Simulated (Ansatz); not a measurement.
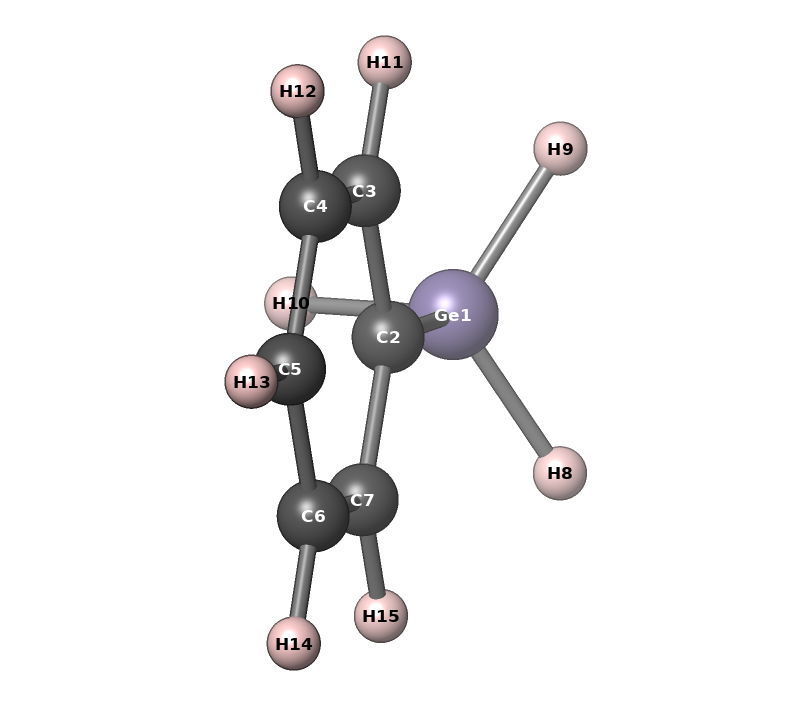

Ge1 lies behind C2. The molecule seen a little off the C2–Ge1 bond, C2 in front. Depth is shown by fading: the farther an atom, the more it takes the colour of the background. The geometry was computed by an optimisation with PBE0-D4/def2-TZVP.

> What is the torsion angle C3–C2–Ge1–H8? The sign is positive where the front bond must turn clockwise to cover the back bond.

150°, antiperiplanar (anti).
